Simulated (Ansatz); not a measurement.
## Electronic structure of C2HGaN (charge +1, triplet) in real space

| atom | x (Å) | y (Å) | z (Å) |
| --- | --- | --- | --- |
| C | 0.0000 | 0.0000 | -1.5110 |
| C | 0.0000 | 0.0000 | -0.2040 |
| Ga | 0.0000 | 0.0000 | 3.3033 |
| N | 0.0000 | 0.0000 | 1.0102 |
| H | 0.0000 | 0.0000 | -2.5986 |

Geometry: BLYP-D3(BJ)/def2-SVP; ⟨S²⟩ = 2.06, above the pure value of 2.00.

Level of theory: isolated molecule in a Gaussian basis; Kohn-Sham density functional theory, functional PBE0 (Ansatz).

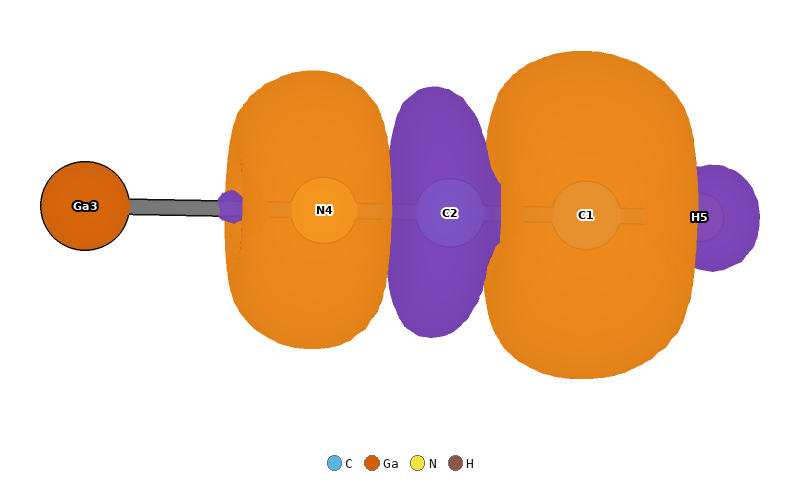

Figure 1. Isosurfaces of the spin density (α minus β) at +0.015 (orange) and −0.015 e/Å³ (purple), seen from one side.

Q: Where is the unpaired spin?

A: The unpaired spin (2 electrons) lies mostly on C1 (about 1.2) and N4 (about 0.7), in electrons by Hirshfeld's partition.

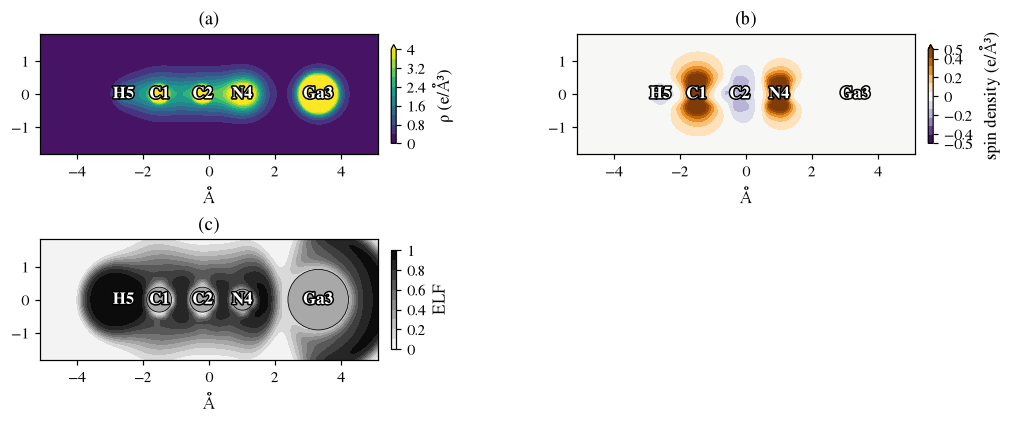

Figure 2. (a) electron density; (b) spin density (α minus β); (c) ELF on a plane that holds the molecular axis. Grey discs cover the atomic cores in the ELF map.

Q: Interpret the plot.

A: The plane passes through C, Ga, N and H nuclei. C–N (1.21 Å): the density is about 3.2 e/Å³ at the midpoint; the ELF peaks at about 0.85 between the atoms; a multiple bond. C–C (1.31 Å): ρ at the midpoint is about 2.4 e/Å³; the ELF peaks at about 0.90 between the atoms (a short, multiple covalent bond). Ga–N (2.29 Å): ρ is about 0.33 e/Å³ halfway; the ELF peaks at about 0.95 in the valence shell of N, 0.7 Å from its nucleus, and is about 0.25 at the midpoint. C–H (1.09 Å): the density is about 2.1 e/Å³ at the midpoint; the ELF climbs to about 1 towards the hydrogen, as it does in any bond to H; a covalent bond by its length.

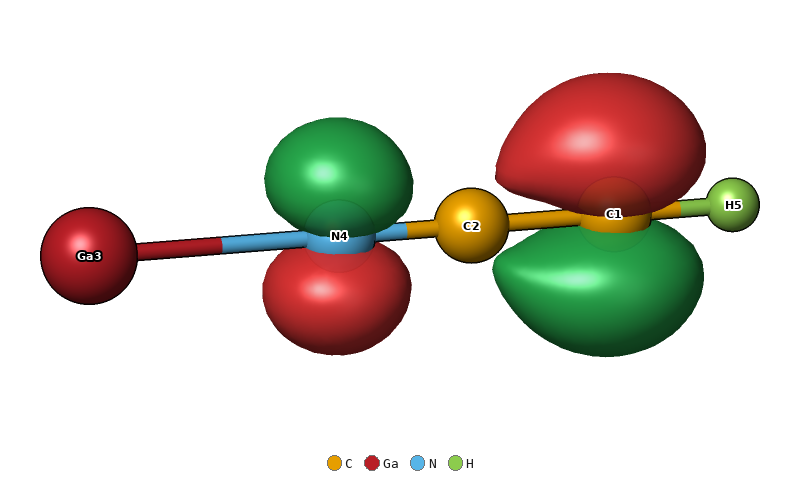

Figure 3. The HOMO (α) at ±0.2 Å⁻³ᐟ² (green and red are the two phases), seen from one side.

Q: Describe this orbital and give its energy.

A: Its weight (Hirshfeld) is mainly on C1 (about 50 %), N4 (about 30 %) and C2 (about 15 %). It is one of a degenerate set, so its orientation is arbitrary. Its energy is −13.17 eV.
